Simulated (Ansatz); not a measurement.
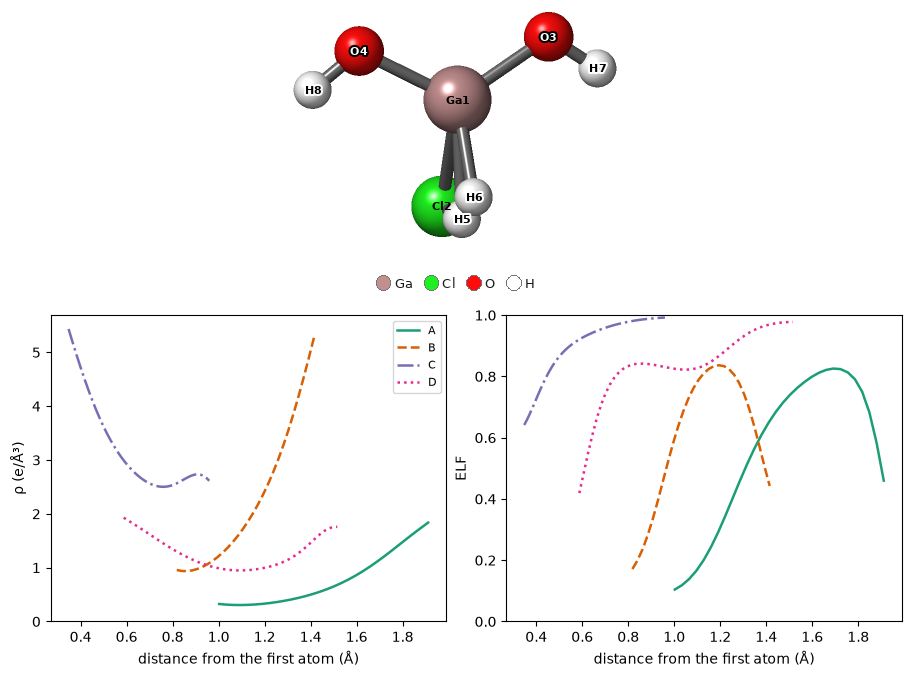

Figure. ClGaH4O2. Total electron density and electron localisation function along straight lines between neighbouring atoms. The curves leave out the atomic cores. The structure is drawn too.

A transition-state structure; geometry: PBE0-D4/def2-TZVP.

The calculation used RKS PBE0-D4/def2-TZVPP (Ansatz 0.2.0).

The calculation's input:

```
crystal:
  periodic: [false, false, false]
  atoms:
    - {symbol: Ga, position_ang: [-0.367671, 0.052630, -0.123032]}
    - {symbol: Cl, position_ang: [1.899859, -0.939339, 0.268578]}
    - {symbol: O, position_ang: [-0.564906, 0.487424, -1.825885]}
    - {symbol: O, position_ang: [-1.615530, -0.890312, 0.702433]}
    - {symbol: H, position_ang: [1.315187, 0.374291, 0.748548]}
    - {symbol: H, position_ang: [0.512214, 1.146584, 0.841423]}
    - {symbol: H, position_ang: [0.204566, 0.912113, -2.210220]}
    - {symbol: H, position_ang: [-1.383820, -1.143292, 1.598255]}
basis:
  gaussian: {orbitals: def2-TZVPP}
hamiltonian: {xc: pbe0, dispersion: d4}
output: {orbitals: {seedname: orbitals}}
```

Run with:

```sh
ansatz run in.yaml --threads 4 --pin off --events-out ev --progress --plain --max-ram 9574MiB
```

Which curve belongs to which contact (Cl–H, Ga–Cl, Ga–O and O–H)? The first atom named is at distance zero.

Curve A: Ga–Cl (2.51 Å): ρ at the midpoint is about 0.36 e/Å³, with its minimum of 0.31 e/Å³ about 1.1 Å from Ga; the ELF peaks at about 0.85 in the valence shell of Cl, 0.8 Å from its nucleus, and is about 0.40 at the midpoint. Curve B: Ga–O (1.77 Å): the density is about 0.95 e/Å³ at the midpoint; the ELF peaks at about 0.85 in the valence shell of O, 0.6 Å from its nucleus, and is about 0.30 at the midpoint. Curve C: O–H (0.96 Å): the density is about 3.8 e/Å³ at the midpoint; the ELF climbs to about 1 towards the hydrogen, as it does in any bond to H (a covalent bond by its length). Curve D: Cl–H (1.52 Å): ρ is about 1.5 e/Å³ halfway; the ELF climbs to about 0.95 towards the hydrogen.
